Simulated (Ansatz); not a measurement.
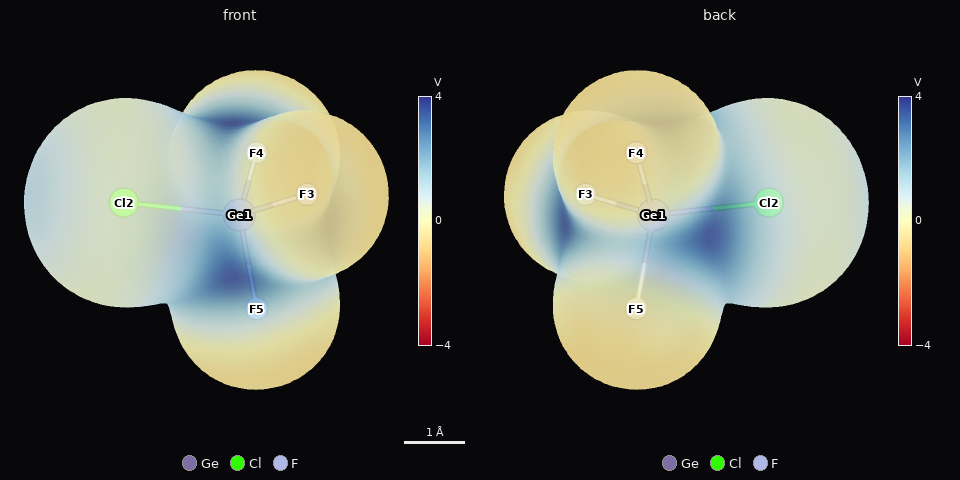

ClF₃Ge. The electrostatic potential painted on the density surface at 0.004 e/bohr³, seen from the front and from behind; the colour scale runs from red (negative) to blue (positive).

Computed with RKS PBE0/def2-SVP in Ansatz.

```xyz
5

Ge    0.0003    0.0000    0.0596
Cl    0.0001    0.0000    2.1577
F     1.5892    0.0000   -0.5584
F    -0.7940    1.3760   -0.5586
F    -0.7940   -1.3760   -0.5586
```

### Describe the electrostatic potential map.

The most negative region (about −0.6 V, or −14 kcal/mol for a unit charge) lies over F3, F4 and F5, the most positive (about +3.6 V, or +83 kcal/mol for a unit charge) over Ge1. Cl2 shows a σ-hole: about +1.1 V, or +25 kcal/mol for a unit charge at the tip opposite its bond, against about +0.4 V, or +9 kcal/mol for a unit charge on its flanks.
